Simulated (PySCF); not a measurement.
C6H12GeO2, SMILES C=[CH][Ge]([CH]=C)([O]C)[O]C at its GFN2-xTB optimised geometry (Å):

```
21

C      2.0327    -0.8684    -0.8777
C      1.2824    -0.2278     0.0000
Ge    -0.6935    -0.2278     0.0000
C     -1.6090    -1.2650    -1.4337
C     -1.3616    -2.5340    -1.7058
O     -1.1231     1.4778     0.0000
C     -2.3157     2.0495     0.5010
O     -1.3469    -0.7802     1.5803
C     -1.3905    -2.1111     2.0312
H      1.5997    -1.4424    -1.6817
H      3.1121    -0.8396    -0.8404
H      1.7406     0.3487     0.7930
H     -2.3706    -0.7352    -1.9915
H     -0.6085    -3.0948    -1.1745
H     -1.8982    -3.0726    -2.4743
H     -2.6490     1.5457     1.4087
H     -3.1121     2.0046    -0.2460
H     -2.0982     3.0948     0.7273
H     -1.8826    -2.7670     1.3081
H     -1.9636    -2.1147     2.9604
H     -0.3881    -2.4986     2.2310
```

Method: B3LYP/def2-SVP in PySCF. Cells within 0.4 Å of a nucleus heavier than hydrogen are left out (blank, or x).

Map of the deformation density (molecule minus spherical neutral atoms) (e/bohr³) on the plane z = 1.5 Å:

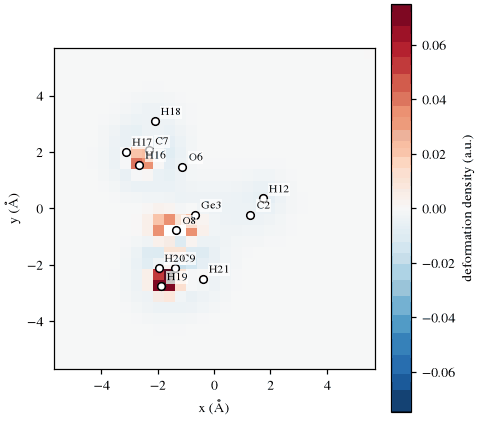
Fig. 1. Deformation density (molecule minus spherical neutral atoms) (e/bohr³) on the plane z = 1.5 Å.
